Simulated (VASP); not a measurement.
Band structure of CdSe (wurtzite). These are RPBE GGA, VASP's PBE PAW potentials (set 64) (plane waves; VASP) values and carry that method's errors.

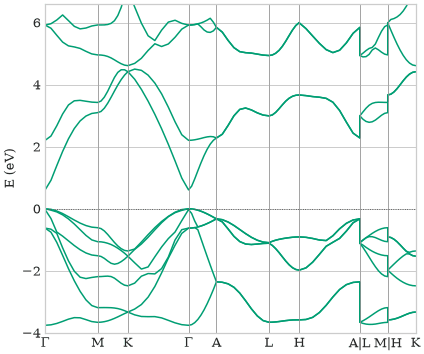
Figure: Bands along high-symmetry lines, zero at the valence-band maximum or, without a gap, the Fermi level

Problem. Read the plot: is there a gap, and where are the band edges?

Solution. The gap is direct, 0.61 eV, from the valence maximum at Γ to the conduction minimum at Γ. (Edges off the drawn lines would not show.)

Measured: gap 1.73 eV (computed value off by -1.12 eV), as given by Abedi et al., (2022), arXiv:2211.14644.

The compound is CdSe in the wurtzite structure. It was relaxed first, which changed the volume by +11 %.
